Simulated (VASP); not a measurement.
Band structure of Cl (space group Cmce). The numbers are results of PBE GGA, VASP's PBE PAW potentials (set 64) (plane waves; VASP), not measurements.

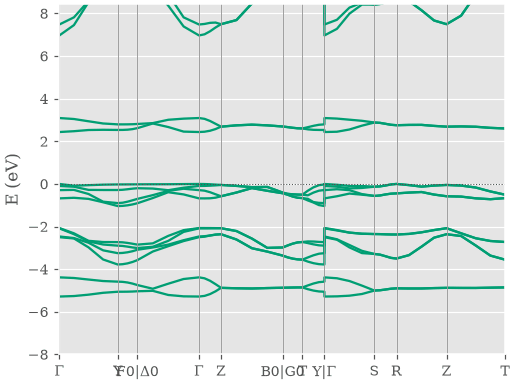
Figure. Bands along high-symmetry lines, zero at the valence-band maximum or, without a gap, the Fermi level

Read the plot: is there a gap, and where are the band edges?

The gap is direct, 2.44 eV, from the valence maximum at Γ to the conduction minimum at Γ.

The structure is a typed Cl crystal (Cmce). The cell was not relaxed at this level.
